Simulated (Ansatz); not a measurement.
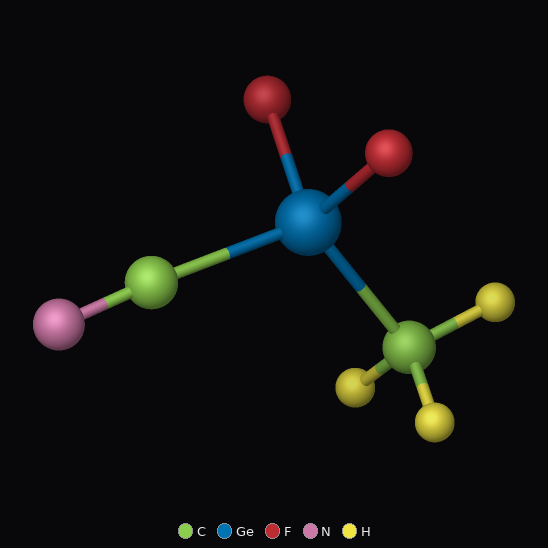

The computed structure is the end point of a PBE0-D4/def2-TZVP optimisation.

Give the structural formula.

SMILES: [CH3][Ge]([F])([F])[C]#N

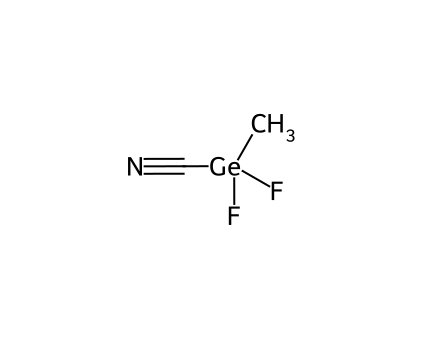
